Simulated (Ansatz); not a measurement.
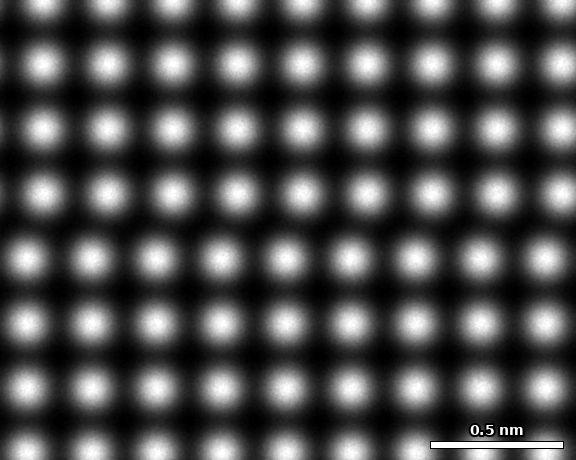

Z-contrast image of CdC2 (I4/mmm, No. 139) along [001]. The image is simulated as a sum over atoms of Z^1.8, blurred by a 1.30 Å probe (no channelling). Shot noise was added.

One planar defect was built into the perfect crystal by geometry alone, without relaxation. Host structure: the end point of a relaxation (final pressure about 31 GPa) with Ansatz 0.2.0, DFT PBE, scalar-relativistic, plane waves, PAW; the starting structure was generated, so it need not be a known form of this composition.

Q: Find the planar defect and say what kind it is.

A planar fault (a stacking fault or antiphase boundary) runs horizontally about 9 Å below the top edge. The part above it is shifted along the boundary by 1/4 of the 2.48 Å repeat of the rows (0.6 Å to the right, the same as 1.9 Å to the left); both parts keep the same orientation.
